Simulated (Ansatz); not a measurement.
**SiO₂F (charge −1): molecular dynamics (part 1 of 2)**

The run: molecular dynamics of SiO₂F, charge −1. Method and program: RKS r2SCAN-D4/def2-SVP (Ansatz 0.2.0).

Figures and captions count atoms from 1; the log counts them from 0 in places.

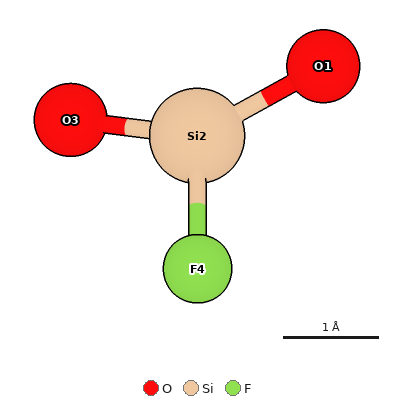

The starting structure (ball-and-stick view, seen at a tilt; atoms are numbered from 1 in the order of the input).

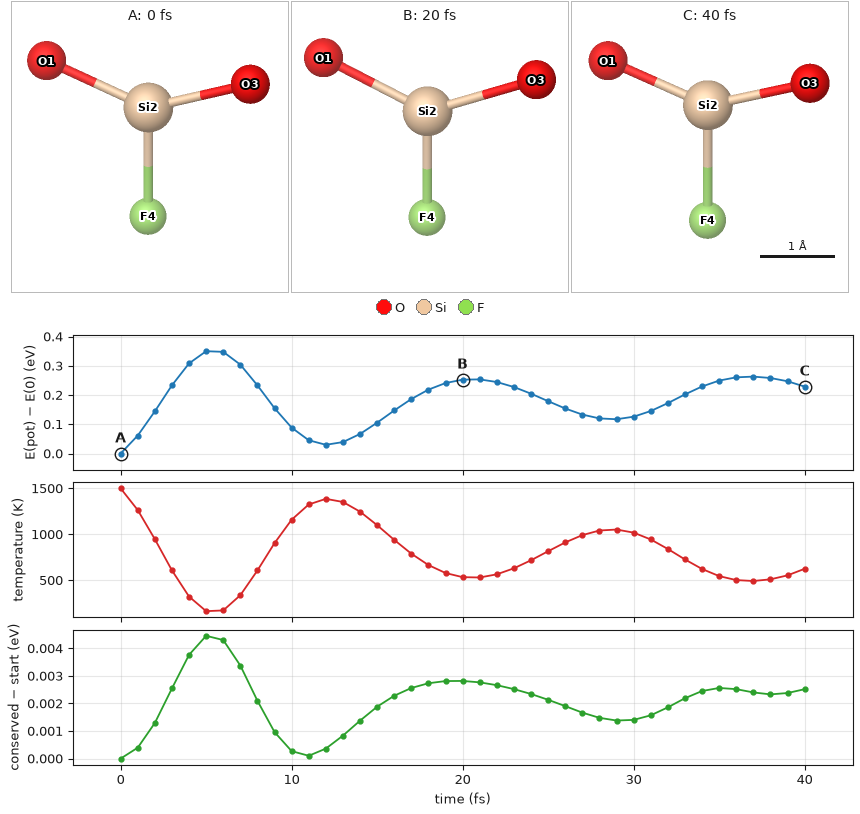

Frames of the molecular dynamics (ball-and-stick, seen at an oblique angle) above the curves, on which the letters mark them. The trajectory kept here has 41 frames over 40 fs. The temperature starts at 1500 K, ranges from 164 to 1500 K and averages 722 K over the second half. The potential energy ends 0.229 eV above its first value. The conserved quantity stays within 0.0045 eV. After an unweighted best fit of the last frame on the first, the root-mean-square displacement is 0.04 Å.

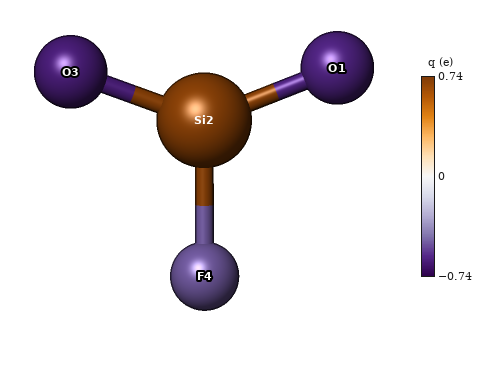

Mulliken charges, as the colour of each atom (ball-and-stick view, seen on its broad side; atoms are numbered from 1 in the order of the input). By element: O −0.62 to −0.60, Si +0.70 and F −0.49 e.

The input that produced these results follows, with the program's output.

Input:
```yaml
crystal:
  periodic: [false, false, false]
  atoms:
    - {symbol: O, position_ang: [0.863700, 0.703900, 1.122150]}
    - {symbol: Si, position_ang: [0.073990, -0.090780, 0.090100]}
    - {symbol: O, position_ang: [-0.183020, -1.546690, -0.277120]}
    - {symbol: F, position_ang: [-0.754680, 0.933580, -0.935140]}
basis:
  gaussian: {orbitals: def2-SVP}
total_charge: -1
hamiltonian: {xc: r2scan, dispersion: d4}
md: {n_steps: 40, timestep: 1.0, temperature: 1500, ensemble: nve, seed: 153, initial_velocities: maxwell_boltzmann}
```

Launch command:
```bash
ansatz run in.yaml --threads 2 --pin off --events-out ev --progress --plain --max-ram 3481MiB
```

Output:
```
Functional definition: r2SCAN
  name "r2SCAN"
  cite "Furness, Kaplan, Ning, Perdew & Sun, J. Phys. Chem. Lett. 11, 8208 (2020) doi:10.1021/acs.jpclett.0c02405"
  cite "Furness, Kaplan, Ning, Perdew & Sun, J. Phys. Chem. Lett. 11, 9248 (2020) doi:10.1021/acs.jpclett.0c03077"
  parent r2scan
  parameter k0 = 0.174
  parameter k1 = 0.065
  parameter a1 = 4.9479
  exchange = r2scan_x(k0 = k0, k1 = k1, a1 = a1)
  correlation = r2scan_c
630 factors; their error is unknown
mean field evaluation 1: about -14674.9840 eV, gradient 5.5e1 eV
mean field evaluation 2: about -14644.7058 eV, gradient 1.3e2 eV
mean field evaluation 4: about -14680.7224 eV, gradient 2.9e0 eV
mean field evaluation 8: about -14680.6922 eV, gradient 1.0e-1 eV
mean field -14680.69223222 eV, -539.5054886034 hartree, gradient 5.1e-5 eV, S^2 0.000000; 0 other end points of the search recorded, 0 dependent functions left out
the calculation of the forces begins
reference -14680.69223848 eV, -539.5054888335 hartree; 20, 20 occupied and 40, 40 virtual orbitals, 630 factors
md step     0: t =     0.00 fs  T =  1500.0 K  F+E_penalty+E_count = -14680.71138741 eV  E_kin = 0.387780 eV  conserved = -14680.32360741 eV  (24 SCF iters)
these checks for a lower state are left out or cut short: starts, cluster_reference, orbital_swaps, neighbouring_geometries, increment
630 factors; their error is unknown
mean field evaluation 16: about -14680.6754 eV, gradient 1.1e-2 eV
mean field -14680.63073877 eV, -539.5032287610 hartree, gradient 6.0e-5 eV, S^2 0.000000; 0 other end points of the search recorded, 0 dependent functions left out
the calculation of the forces begins
reference -14680.63074504 eV, -539.5032289912 hartree; 20, 20 occupied and 40, 40 virtual orbitals, 630 factors
md step     1: t =     1.00 fs  T =  1263.8 K  F+E_penalty+E_count = -14680.64992930 eV  E_kin = 0.326718 eV  conserved = -14680.32321091 eV  (27 SCF iters)
[... from here on the SCF iterations and repeated set-up lines of each step are left out, up to the last step ...]
md step     2: t =     2.00 fs  T =   946.8 K  F+E_penalty+E_count = -14680.56708834 eV  E_kin = 0.244773 eV  conserved = -14680.32231494 eV  (27 SCF iters)
md step     3: t =     3.00 fs  T =   607.4 K  F+E_penalty+E_count = -14680.47809309 eV  E_kin = 0.157033 eV  conserved = -14680.32106027 eV  (27 SCF iters)
md step     4: t =     4.00 fs  T =   322.3 K  F+E_penalty+E_count = -14680.40315969 eV  E_kin = 0.083318 eV  conserved = -14680.31984184 eV  (27 SCF iters)
md step     5: t =     5.00 fs  T =   163.6 K  F+E_penalty+E_count = -14680.36144334 eV  E_kin = 0.042292 eV  conserved = -14680.31915145 eV  (27 SCF iters)
md step     6: t =     6.00 fs  T =   171.6 K  F+E_penalty+E_count = -14680.36366007 eV  E_kin = 0.044355 eV  conserved = -14680.31930538 eV  (27 SCF iters)
md step     7: t =     7.00 fs  T =   337.3 K  F+E_penalty+E_count = -14680.40744159 eV  E_kin = 0.087211 eV  conserved = -14680.32023059 eV  (27 SCF iters)
md step     8: t =     8.00 fs  T =   607.0 K  F+E_penalty+E_count = -14680.47842619 eV  E_kin = 0.156916 eV  conserved = -14680.32150981 eV  (26 SCF iters)
md step     9: t =     9.00 fs  T =   904.4 K  F+E_penalty+E_count = -14680.55644273 eV  E_kin = 0.233797 eV  conserved = -14680.32264556 eV  (27 SCF iters)
md step    10: t =    10.00 fs  T =  1159.0 K  F+E_penalty+E_count = -14680.62297177 eV  E_kin = 0.299635 eV  conserved = -14680.32333696 eV  (27 SCF iters)
md step    11: t =    11.00 fs  T =  1324.9 K  F+E_penalty+E_count = -14680.66601815 eV  E_kin = 0.342513 eV  conserved = -14680.32350496 eV  (25 SCF iters)
md step    12: t =    12.00 fs  T =  1386.1 K  F+E_penalty+E_count = -14680.68158792 eV  E_kin = 0.358342 eV  conserved = -14680.32324544 eV  (25 SCF iters)
md step    13: t =    13.00 fs  T =  1352.0 K  F+E_penalty+E_count = -14680.67230238 eV  E_kin = 0.349529 eV  conserved = -14680.32277372 eV  (26 SCF iters)
md step    14: t =    14.00 fs  T =  1246.6 K  F+E_penalty+E_count = -14680.64450472 eV  E_kin = 0.322274 eV  conserved = -14680.32223104 eV  (27 SCF iters)
md step    15: t =    15.00 fs  T =  1099.5 K  F+E_penalty+E_count = -14680.60596518 eV  E_kin = 0.284241 eV  conserved = -14680.32172422 eV  (27 SCF iters)
md step    16: t =    16.00 fs  T =   939.2 K  F+E_penalty+E_count = -14680.56412481 eV  E_kin = 0.242799 eV  conserved = -14680.32132596 eV  (27 SCF iters)
md step    17: t =    17.00 fs  T =   788.9 K  F+E_penalty+E_count = -14680.52499764 eV  E_kin = 0.203953 eV  conserved = -14680.32104470 eV  (27 SCF iters)
md step    18: t =    18.00 fs  T =   665.4 K  F+E_penalty+E_count = -14680.49288187 eV  E_kin = 0.172009 eV  conserved = -14680.32087295 eV  (26 SCF iters)
md step    19: t =    19.00 fs  T =   578.7 K  F+E_penalty+E_count = -14680.47040741 eV  E_kin = 0.149613 eV  conserved = -14680.32079431 eV  (27 SCF iters)
md step    20: t =    20.00 fs  T =   533.7 K  F+E_penalty+E_count = -14680.45874856 eV  E_kin = 0.137960 eV  conserved = -14680.32078891 eV  (27 SCF iters)
md step    21: t =    21.00 fs  T =   530.2 K  F+E_penalty+E_count = -14680.45789730 eV  E_kin = 0.137056 eV  conserved = -14680.32084120 eV  (27 SCF iters)
md step    22: t =    22.00 fs  T =   564.6 K  F+E_penalty+E_count = -14680.46689746 eV  E_kin = 0.145954 eV  conserved = -14680.32094336 eV  (27 SCF iters)
md step    23: t =    23.00 fs  T =   630.2 K  F+E_penalty+E_count = -14680.48399988 eV  E_kin = 0.162914 eV  conserved = -14680.32108586 eV  (27 SCF iters)
md step    24: t =    24.00 fs  T =   717.7 K  F+E_penalty+E_count = -14680.50680959 eV  E_kin = 0.185547 eV  conserved = -14680.32126293 eV  (27 SCF iters)
md step    25: t =    25.00 fs  T =   815.9 K  F+E_penalty+E_count = -14680.53239826 eV  E_kin = 0.210926 eV  conserved = -14680.32147260 eV  (27 SCF iters)
md step    26: t =    26.00 fs  T =   911.7 K  F+E_penalty+E_count = -14680.55740161 eV  E_kin = 0.235698 eV  conserved = -14680.32170342 eV  (27 SCF iters)
md step    27: t =    27.00 fs  T =   991.3 K  F+E_penalty+E_count = -14680.57821885 eV  E_kin = 0.256280 eV  conserved = -14680.32193853 eV  (27 SCF iters)
md step    28: t =    28.00 fs  T =  1041.5 K  F+E_penalty+E_count = -14680.59136724 eV  E_kin = 0.269239 eV  conserved = -14680.32212794 eV  (27 SCF iters)
md step    29: t =    29.00 fs  T =  1051.9 K  F+E_penalty+E_count = -14680.59417585 eV  E_kin = 0.271950 eV  conserved = -14680.32222588 eV  (27 SCF iters)
md step    30: t =    30.00 fs  T =  1018.4 K  F+E_penalty+E_count = -14680.58548062 eV  E_kin = 0.263278 eV  conserved = -14680.32220304 eV  (27 SCF iters)
md step    31: t =    31.00 fs  T =   944.1 K  F+E_penalty+E_count = -14680.56610286 eV  E_kin = 0.244066 eV  conserved = -14680.32203672 eV  (27 SCF iters)
md step    32: t =    32.00 fs  T =   840.7 K  F+E_penalty+E_count = -14680.53909180 eV  E_kin = 0.217344 eV  conserved = -14680.32174797 eV  (27 SCF iters)
md step    33: t =    33.00 fs  T =   726.8 K  F+E_penalty+E_count = -14680.50930705 eV  E_kin = 0.187890 eV  conserved = -14680.32141725 eV  (27 SCF iters)
md step    34: t =    34.00 fs  T =   622.8 K  F+E_penalty+E_count = -14680.48216649 eV  E_kin = 0.161011 eV  conserved = -14680.32115499 eV  (27 SCF iters)
md step    35: t =    35.00 fs  T =   545.2 K  F+E_penalty+E_count = -14680.46200040 eV  E_kin = 0.140956 eV  conserved = -14680.32104420 eV  (27 SCF iters)
md step    36: t =    36.00 fs  T =   501.9 K  F+E_penalty+E_count = -14680.45083929 eV  E_kin = 0.129752 eV  conserved = -14680.32108691 eV  (27 SCF iters)
md step    37: t =    37.00 fs  T =   491.9 K  F+E_penalty+E_count = -14680.44836994 eV  E_kin = 0.127164 eV  conserved = -14680.32120564 eV  (27 SCF iters)
md step    38: t =    38.00 fs  T =   510.0 K  F+E_penalty+E_count = -14680.45312213 eV  E_kin = 0.131845 eV  conserved = -14680.32127711 eV  (26 SCF iters)
md step    39: t =    39.00 fs  T =   553.2 K  F+E_penalty+E_count = -14680.46424148 eV  E_kin = 0.143014 eV  conserved = -14680.32122790 eV  (26 SCF iters)
these checks for a lower state are left out or cut short: starts, cluster_reference, orbital_swaps, neighbouring_geometries, increment
630 factors; their error is unknown
mean field -14680.46340689 eV, -539.4970794277 hartree, gradient 7.1e-5 eV, S^2 0.000000; 0 other end points of the search recorded, 0 dependent functions left out
the calculation of the forces begins
reference -14680.46341306 eV, -539.4970796544 hartree; 20, 20 occupied and 40, 40 virtual orbitals, 630 factors
630 factors; their error is unknown
mean field evaluation 256: about -14680.4981 eV, gradient 2.1e0 eV
mean field -14680.46340689 eV, -539.4970794277 hartree, gradient 7.1e-5 eV, S^2 0.000000; 1 other end points of the search recorded, 0 dependent functions left out
the calculation of the forces begins
reference -14680.46341306 eV, -539.4970796544 hartree; 20, 20 occupied and 40, 40 virtual orbitals, 630 factors
md step    40: t =    40.00 fs  T =   624.6 K  F+E_penalty+E_count = -14680.48256108 eV  E_kin = 0.161472 eV  conserved = -14680.32108917 eV  (26 SCF iters)
Total energy: -14680.48256724 eV, -539.4977835577 hartree
Atom 0 at     0.856990     0.687597     1.111434 Å, force     2.134296     2.100574     2.784589 eV/Å
Atom 1 at     0.092371    -0.108029     0.115861 Å, force    -2.778022     1.003075    -3.529769 eV/Å
Atom 2 at    -0.174840    -1.552588    -0.268600 Å, force    -0.310204    -1.876315    -0.443584 eV/Å
Atom 3 at    -0.783090     0.977775    -0.971373 Å, force     0.953930    -1.227333     1.188765 eV/Å
Dipole moment:    -0.113003     0.165226    -0.136984 e Å
```

Trajectory as extended XYZ (Å, eV, eV/Å), 41 frames, from step=0 to step=40:
```
4
Properties=species:S:1:pos:R:3:forces:R:3 step=0 time_fs=0.0 energy=-14680.71139 temperature=1500.0
O     0.8637    0.7039    1.1221    0.9392   0.8568   1.2160
Si    0.0740   -0.0908    0.0901   -0.7241   0.8835  -0.8798
O    -0.1830   -1.5467   -0.2771   -0.2522  -1.6917  -0.3763
F    -0.7547    0.9336   -0.9351    0.0372  -0.0486   0.0401
4
Properties=species:S:1:pos:R:3:forces:R:3 step=1 time_fs=1.0 energy=-14680.64993 temperature=1263.8
O     0.8598    0.6986    1.1169    1.0548   0.9697   1.3673
Si    0.0722   -0.0958    0.0878   -0.5353   2.0966  -0.6073
O    -0.1785   -1.5313   -0.2710   -0.5015  -3.0545  -0.7312
F    -0.7525    0.9325   -0.9325   -0.0180  -0.0118  -0.0288
4
Properties=species:S:1:pos:R:3:forces:R:3 step=2 time_fs=2.0 energy=-14680.56709 temperature=946.8
O     0.8565    0.6939    1.1125    1.1379   1.0529   1.4761
Si    0.0703   -0.1001    0.0853   -0.3126   3.3252  -0.2909
O    -0.1744   -1.5177   -0.2654   -0.7461  -4.4120  -1.0801
F    -0.7504    0.9314   -0.9299   -0.0793   0.0338  -0.1051
4
Properties=species:S:1:pos:R:3:forces:R:3 step=3 time_fs=3.0 energy=-14680.47809 temperature=607.4
O     0.8539    0.6899    1.1090    1.1939   1.1124   1.5497
Si    0.0682   -0.1033    0.0827   -0.0860   4.4222   0.0271
O    -0.1706   -1.5067   -0.2604   -0.9609  -5.6253  -1.3873
F    -0.7483    0.9303   -0.9273   -0.1470   0.0908  -0.1895
4
Properties=species:S:1:pos:R:3:forces:R:3 step=4 time_fs=4.0 energy=-14680.40316 temperature=322.3
O     0.8520    0.6865    1.1065    1.2290   1.1551   1.5961
Si    0.0662   -0.1050    0.0802    0.1117   5.2156   0.3000
O    -0.1675   -1.4992   -0.2563   -1.1189  -6.5314  -1.6138
F    -0.7463    0.9292   -0.9248   -0.2219   0.1608  -0.2823
4
Properties=species:S:1:pos:R:3:forces:R:3 step=5 time_fs=5.0 energy=-14680.36144 temperature=163.6
O     0.8509    0.6838    1.1049    1.2482   1.1865   1.6220
Si    0.0641   -0.1048    0.0777    0.2533   5.5546   0.4888
O    -0.1650   -1.4956   -0.2531   -1.1976  -6.9864  -1.7270
F    -0.7444    0.9283   -0.9225   -0.3039   0.2452  -0.3838
4
Properties=species:S:1:pos:R:3:forces:R:3 step=6 time_fs=6.0 energy=-14680.36366 temperature=171.6
O     0.8505    0.6818    1.1042    1.2541   1.2090   1.6307
Si    0.0622   -0.1028    0.0754    0.3261   5.3576   0.5751
O    -0.1633   -1.4962   -0.2510   -1.1874  -6.9110  -1.7120
F    -0.7427    0.9274   -0.9203   -0.3928   0.3444  -0.4938
4
Properties=species:S:1:pos:R:3:forces:R:3 step=7 time_fs=7.0 energy=-14680.40744 temperature=337.3
O     0.8508    0.6806    1.1046    1.2455   1.2211   1.6207
Si    0.0603   -0.0989    0.0733    0.3370   4.6408   0.5677
O    -0.1622   -1.5010   -0.2499   -1.0947  -6.3189  -1.5773
F    -0.7412    0.9267   -0.9184   -0.4878   0.4570  -0.6110
4
Properties=species:S:1:pos:R:3:forces:R:3 step=8 time_fs=8.0 energy=-14680.47843 temperature=607.0
O     0.8520    0.6801    1.1059    1.2183   1.2183   1.5864
Si    0.0586   -0.0934    0.0713    0.3086   3.5140   0.4985
O    -0.1619   -1.5096   -0.2497   -0.9399  -5.3119  -1.3515
F    -0.7399    0.9263   -0.9168   -0.5870   0.5797  -0.7335
```
